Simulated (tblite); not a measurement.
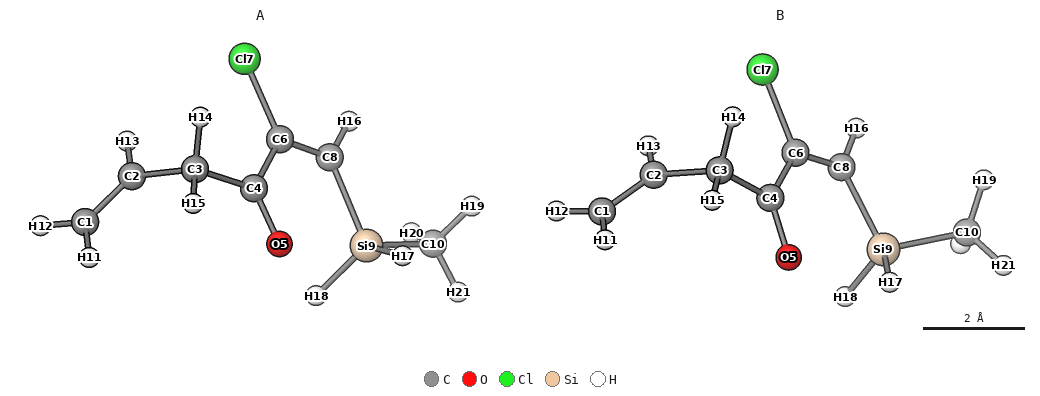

Two geometries of C$_{7}$H$_{11}$ClOSi, drawn at one scale. One is the start of a relaxation, the other its converged end. A ball-and-stick model, seen at a tilt.

Computed with GFN2-xTB geometry optimisation, gas phase in tblite 0.8.0. 

Question: Which geometry has the lower energy?

Answer: Structure A is the relaxed one. H21 moves most after the best rigid fit: 1.05 Å. Largest moves by element: H 1.05 Å, Si 0.41 Å, C 0.40 Å, O 0.36 Å, Cl 0.25 Å. Among the contacts that change: O5–Si9 2.942 → 2.463 Å, C8–Si9 1.839 → 1.898 Å, Si9–C10 1.866 → 1.909 Å, C10–H20 1.128 → 1.087 Å. Bond angles that change, for instance: H17–Si9–H18 106.2° → 118.1°, O5–C4–C6 126.3° → 118.7°, Cl7–C6–C8 115.3° → 122.5°. Groups turn about Si9–C10 by about 40°, C8–Si9 by about 30°. The energy falls by 0.710 eV in 158 geometry steps. Cost: 2.8 s on 1 thread of Arm Neoverse N1 (shared host).
